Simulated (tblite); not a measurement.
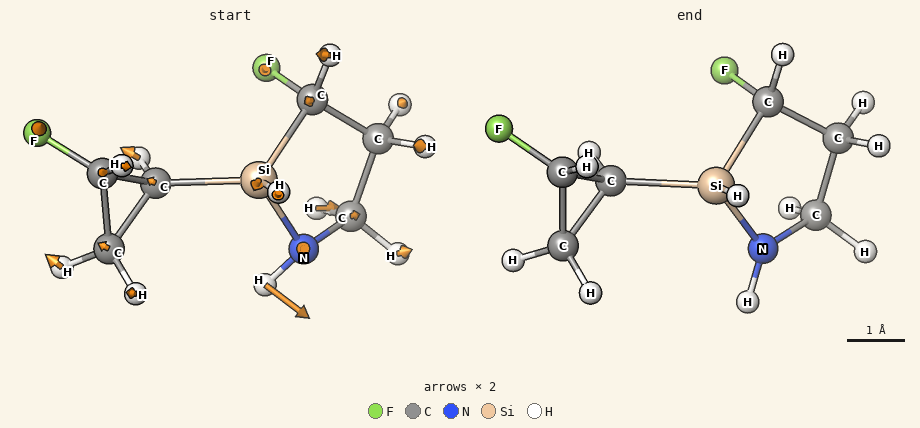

The structure of C$_{6}$H$_{11}$F$_{2}$NSi before (left) and after (right) a relaxation, at one scale. The orange arrows give the displacements, magnified 2 times.

A ball-and-stick model, seen at a tilt.

Computed with GFN2-xTB geometry optimisation, gas phase in tblite. 

> Describe what moved and what it gained.

Over 70 geometry steps the energy falls by 5.53 kcal/mol. The largest move after the best rigid fit is that of an H atom, 0.50 Å. By element the largest moves are H 0.50 Å, F 0.24 Å, N 0.16 Å, Si 0.15 Å, C 0.12 Å. Some distances before and after: C–Si 1.891 → 1.914 Å, N–Si 1.734 → 1.712 Å, C–Si 1.856 → 1.877 Å, C–N 1.471 → 1.452 Å. Among the angles between lasting bonds that change: Si–N–H 110.3° → 127.2°, N–Si–C 109.5° → 116.5°, C–N–H 109.9° → 114.6°. The run took 0.66 s on 1 thread of Arm Neoverse V1, with other jobs on the host.
